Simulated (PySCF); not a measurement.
Input file:

```
{"job": {"kind": "nmr", "xc": "PBE0", "basis": "pcSseg-1"}, "charge": 0, "multiplicity": 1}
O     -1.238089     0.580474     1.274679
C     -1.414983     0.518886     0.098777
C     -0.726604    -0.492407    -0.819199
F     -0.934406    -0.114156    -2.125630
C      0.742807    -0.633850    -0.531985
F      1.187400    -1.885469    -0.343116
C      1.592989     0.387048    -0.460370
F      1.219722     1.642651    -0.628059
F      2.883579     0.298383    -0.224680
H     -2.105711     1.178227    -0.452878
H     -1.201279    -1.477115    -0.693740
```

Launched as:

```sh
OMP_NUM_THREADS=1 python probes_run.py task.json out
```

Geometry: GFN2-xTB.

The calculation used PySCF 2.14.0, PBE0/pcSseg-1, SCF density, gas phase, non-relativistic.

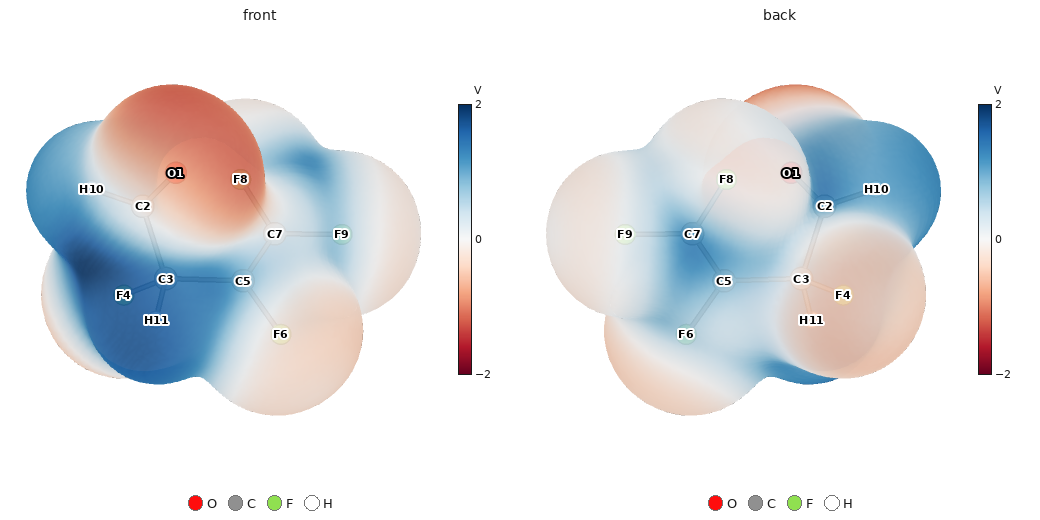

C4H2F4O. The molecular electrostatic potential painted on the density surface at 0.002 e/bohr³, seen from the front and from behind; the colour scale runs from red (negative) to blue (positive).

Where is the surface potential most negative and most positive?

Answer. The most negative region (about −1.2 V, or −28 kcal/mol for a unit charge) lies over O1, the most positive (about +1.9 V, or +44 kcal/mol for a unit charge) over the π face of C2 and C3. O1 is the likeliest acceptor of a hydrogen bond.

What dipole moment does the calculation give?

Answer. Its dipole moment is 1.45 D.
